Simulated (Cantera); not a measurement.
Feed: 1 mol SiO₂, 8.1 mol Cl₂, equilibrated at 0.240 bar.

These are equilibrium values from Cantera (NASA tables, ideal gas, pure condensed phases), not measurements of a reactor. Candidate condensed phases: Si, SiO₂; 15 gas species. The tables' values for SiCl₃ are old estimates; treat these amounts as uncertain. The tables hold silica as quartz up to 1696 K and as liquid above; real silica turns to tridymite and cristobalite and melts near 1996 K. The numbers say what is thermodynamically allowed, not how fast it happens.

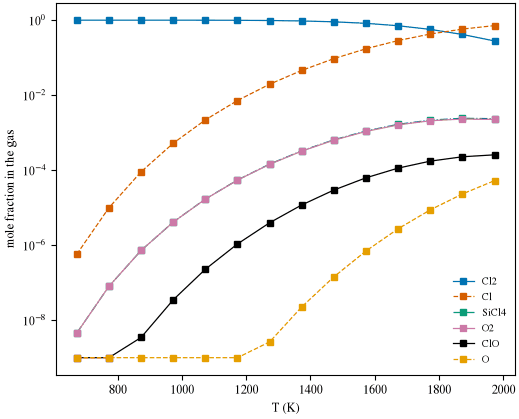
*Equilibrium gas composition (values under 1e-9 drawn at 1e-9)*

Question: Read off the mole fractions at 1573 K.

Answer: Cl₂ about 0.82, Cl about 0.17, SiCl₄ about 0.0011, O₂ about 0.0011, ClO about 6.3e-5, O about 7.0e-7.
